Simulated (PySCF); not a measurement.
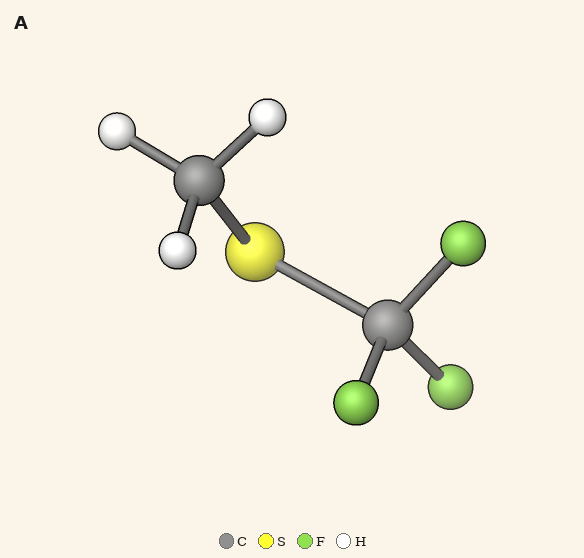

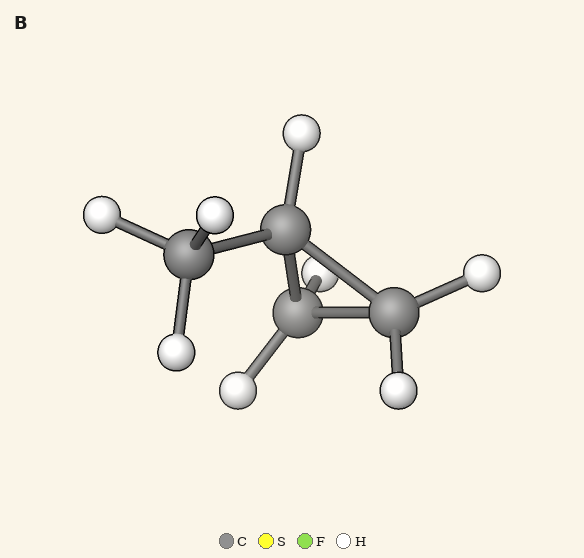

Two related species, optimised with GFN2-xTB; properties computed with PySCF 2.14.0. Both: charge 0, singlet.

Question. Identify both.

Answer. A is C2H3F3S (CSC(F)(F)F), B is C4H8 (CC1CC1).

Compare them. With CAM-B3LYP/def2-SVPD: dipole moment (D), HOMO–LUMO gap (eV), HOMO energy (Kohn–Sham orbital) (eV), lowest vertical singlet excitation (eV), mean static polarisability (bohr³).

```csv
quantity,A,B
dipole moment (D),2.35,0.13
HOMO–LUMO gap (eV),9.64,10.95
HOMO energy (Kohn–Sham orbital) (eV),−8.97,−9.34
lowest vertical singlet excitation (eV),5.55,7.86
mean static polarisability (bohr³),48.8,47.0
```

Each is one conformer, and no frequency run is at hand to confirm it as a minimum.
